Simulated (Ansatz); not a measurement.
```cif
data_structure
_symmetry_space_group_name_H-M 'P 1'
_symmetry_Int_Tables_number 1
_cell_length_a 7.2521
_cell_length_b 7.2521
_cell_length_c 7.2521
_cell_angle_alpha 90.000
_cell_angle_beta 90.000
_cell_angle_gamma 90.000
_cell_volume 381.41
loop_
_atom_site_label
_atom_site_type_symbol
_atom_site_fract_x
_atom_site_fract_y
_atom_site_fract_z
_atom_site_occupancy
Zr1 Zr 0.25000 0.25000 0.25000 1
Zr2 Zr 0.75000 0.75000 0.25000 1
Zr3 Zr 0.75000 0.25000 0.75000 1
Zr4 Zr 0.25000 0.75000 0.75000 1
Zr5 Zr 0.75000 0.25000 0.25000 1
Zr6 Zr 0.25000 0.75000 0.25000 1
Zr7 Zr 0.25000 0.25000 0.75000 1
Zr8 Zr 0.75000 0.75000 0.75000 1
Pd1 Pd 0.00000 0.00000 0.00000 1
Pd2 Pd 0.50000 0.50000 0.00000 1
Pd3 Pd 0.50000 0.00000 0.50000 1
Pd4 Pd 0.00000 0.50000 0.50000 1
O1 O 0.26041 0.00000 0.00000 1
O2 O 0.76041 0.50000 0.00000 1
O3 O 0.76041 0.00000 0.50000 1
O4 O 0.26041 0.50000 0.50000 1
O5 O 0.73959 0.00000 0.00000 1
O6 O 0.23959 0.50000 0.00000 1
O7 O 0.23959 0.00000 0.50000 1
O8 O 0.73959 0.50000 0.50000 1
O9 O 0.00000 0.26041 0.00000 1
O10 O 0.50000 0.76041 0.00000 1
O11 O 0.50000 0.26041 0.50000 1
O12 O 0.00000 0.76041 0.50000 1
O13 O 0.50000 0.23959 0.00000 1
O14 O 0.00000 0.73959 0.00000 1
O15 O 0.00000 0.23959 0.50000 1
O16 O 0.50000 0.73959 0.50000 1
O17 O 0.00000 0.00000 0.26041 1
O18 O 0.50000 0.50000 0.26041 1
O19 O 0.50000 0.00000 0.76041 1
O20 O 0.00000 0.50000 0.76041 1
O21 O 0.50000 0.00000 0.23959 1
O22 O 0.00000 0.50000 0.23959 1
O23 O 0.00000 0.00000 0.73959 1
O24 O 0.50000 0.50000 0.73959 1
```

Space group Fm-3m; a structure generated by program, which may or may not match a known phase.

The calculation used DFT PBE, scalar-relativistic, plane waves, PAW in Ansatz 0.2.0.

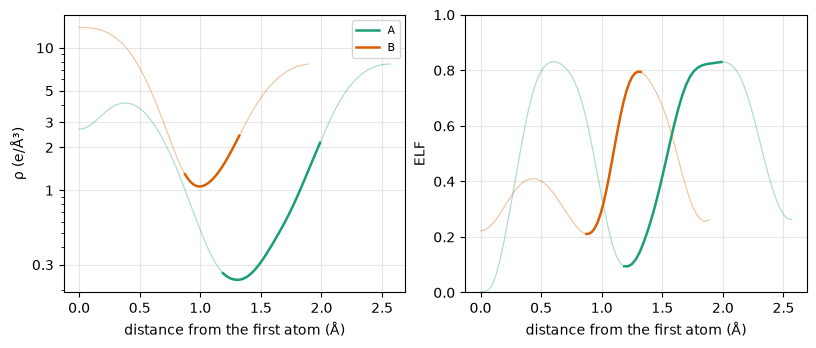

Zr₂PdO₆. Valence pseudo-density and ELF along straight lines between neighbouring atoms. Thin, pale parts lie inside the atomic spheres.

Core electrons are frozen (PAW), and the valence fields are smoothed inside the atomic spheres.

> Which curve belongs to which contact (Pd–O and Zr–O)? The first atom named is at distance zero.

Curve A: Zr–O (2.57 Å): the density is about 0.24 e/Å³ at the midpoint; the ELF is about 0.10 at the midpoint; no localised pair shows between them. Curve B: Pd–O (1.89 Å): ρ is about 1.1 e/Å³ halfway; the ELF peaks at about 0.80 in the valence shell of O, 0.6 Å from its nucleus, and is about 0.25 at the midpoint; no shared electron pair shows on this line.
